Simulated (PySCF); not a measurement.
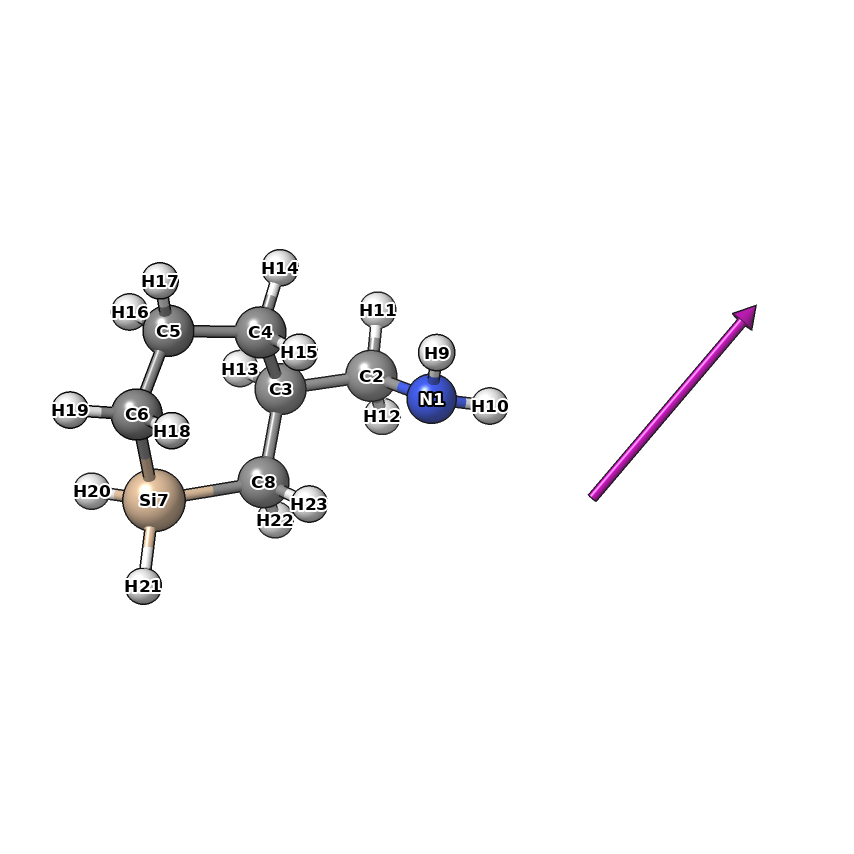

The arrow beside the molecule shows the direction of the dipole moment, from the negative to the positive end (its length means nothing). The geometry was computed by an optimisation with PBE0-D3(BJ)/def2-SVP. No frequency run is at hand to confirm it as a minimum. Level of theory: PBE0/pcSseg-1, gas phase (PySCF 2.14.0).

**Estimate the dipole moment.**

2.09 D; it points from the side of H21 to the side of H10, H11 (the outermost atoms at the two ends).
